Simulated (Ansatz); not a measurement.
Cl2F2Hf···H2

```json
{"atom": "Hf", "x (Å)": "-0.0262", "y (Å)": "-0.1654", "z (Å)": "0.0225"}
{"atom": "Cl", "x (Å)": "-0.0879", "y (Å)": "-0.2701", "z (Å)": "2.4892"}
{"atom": "Cl", "x (Å)": "2.1180", "y (Å)": "-0.3168", "z (Å)": "-0.8919"}
{"atom": "F", "x (Å)": "-0.9169", "y (Å)": "1.3577", "z (Å)": "-0.6528"}
{"atom": "F", "x (Å)": "-0.9951", "y (Å)": "-1.6398", "z (Å)": "-0.6479"}
{"atom": "H", "x (Å)": "1.3760", "y (Å)": "2.2971", "z (Å)": "1.1427"}
{"atom": "H", "x (Å)": "1.1068", "y (Å)": "1.8492", "z (Å)": "1.6387"}
```

Core potentials replace the inner electrons of Hf; not at a stationary point (largest force 1.8 eV/Å).

The calculation used RKS PBE0-D4/def2-SVP in Ansatz 0.2.0.

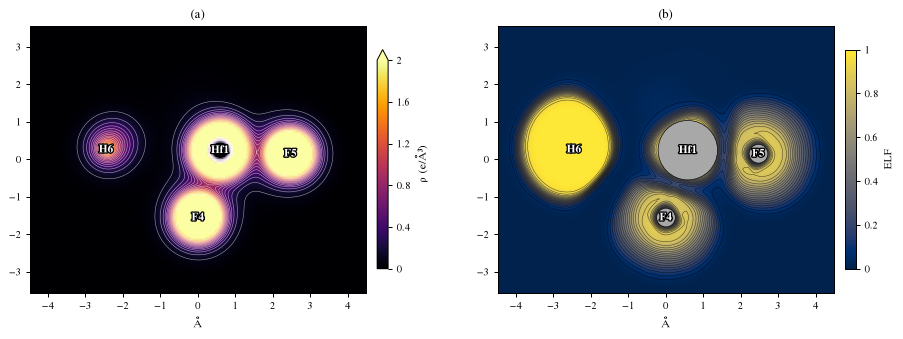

Figure 1. (a) electron density; (b) ELF on the plane of atoms F4, Hf1 and F5. Grey discs cover the atomic cores in the ELF map.

Question: Describe what can be read from this map.

Answer: The plane passes through Hf, F and H nuclei. Hf–F (1.89 Å): ρ at the midpoint is about 0.93 e/Å³; the ELF peaks at about 0.85 in the valence shell of F, 0.5 Å from its nucleus, and drops to about 0.20 between the two atoms.

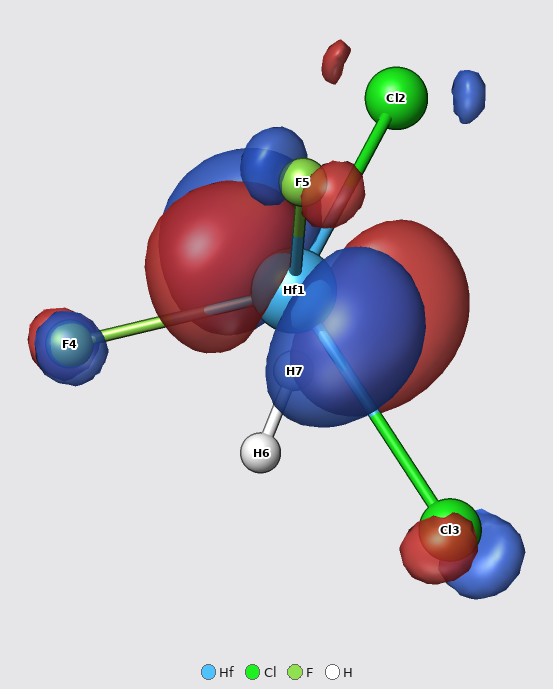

Figure 2. One frontier orbital at ±0.2 Å⁻³ᐟ² (red and blue are the two phases), seen at an oblique angle.

Question: Which orbital is it: HOMO or LUMO?

Answer: The LUMO, at −1.81 eV. It lies mainly on Hf1 (about 70 %), Cl3 (about 10 %) and Cl2 (about 10 %).
